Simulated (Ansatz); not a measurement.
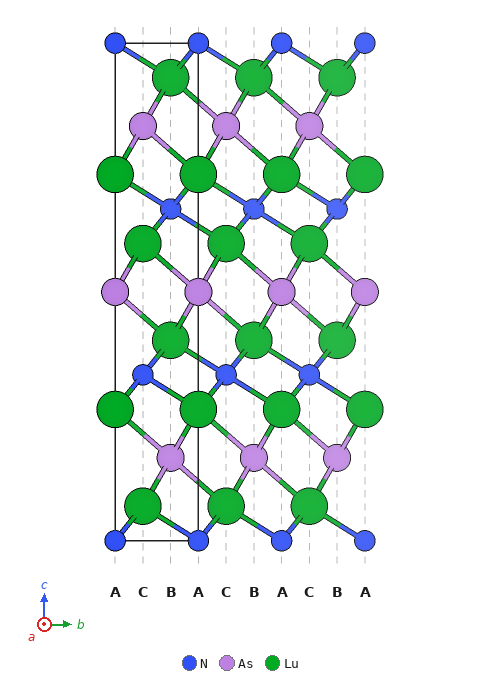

The picture looks along a close-packed row of the hexagonal mesh; c points upwards. The dashed lines mark the three columns A (0, 0), B (1/3, 2/3) and C (2/3, 1/3). The sequence starts with the first layer at or above the cell's origin.

Lu2AsN. Coordinates: coordinates from a relaxation with DFT, PBE, plane waves, PAW in Ansatz 0.2.0; the starting structure was generated, so it need not be a known form of this composition.

Give the sequence of layers in one repeat, with element and column.

N(A) – Lu(C) – As(B) – Lu(A) – N(C) – Lu(B) – As(A) – Lu(C) – N(B) – Lu(A) – As(C) – Lu(B) (twelve layers in 18.75 Å).

Heights of the layers:

```csv
layer,atoms (column),height (Å),to next (Å)
1,N(A),0.00,1.30
2,Lu(C),1.30,1.82
3,As(B),3.13,1.82
4,Lu(A),4.95,1.30
5,N(C),6.25,1.30
6,Lu(B),7.55,1.82
7,As(A),9.38,1.82
8,Lu(C),11.20,1.30
9,N(B),12.50,1.30
10,Lu(A),13.81,1.82
11,As(C),15.63,1.82
12,Lu(B),17.45,1.30
```
